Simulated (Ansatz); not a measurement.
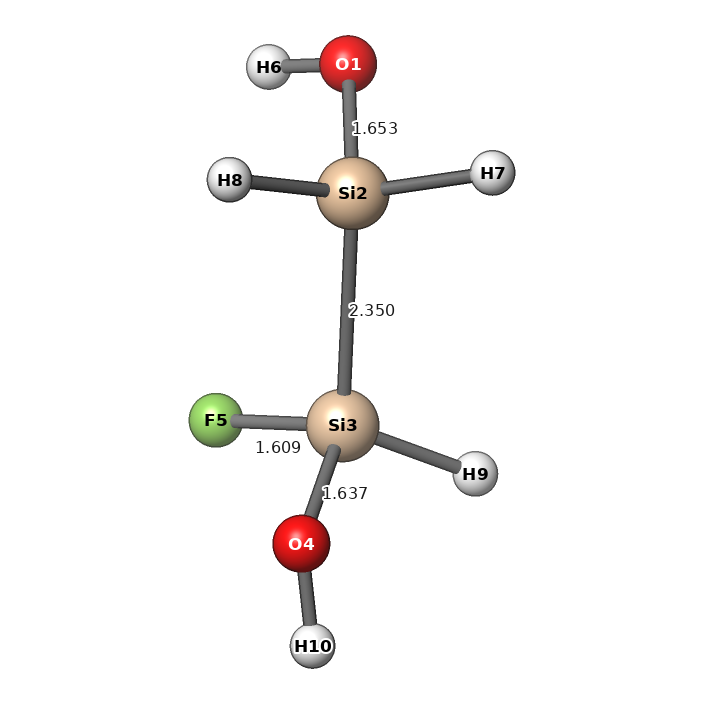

The numbers beside the sticks are distances in Å. Sticks don't show bond order. Computed geometry: PBE0-D4/def2-TZVP optimisation. No frequency run is at hand to confirm it as a minimum.

Assign a bond order to each marked bond.

Answer. O1–Si2 single; Si2–Si3 single; Si3–O4 single; Si3–F5 single.

Write the SMILES.

Answer. O[SiH2][Si@@H](O)F
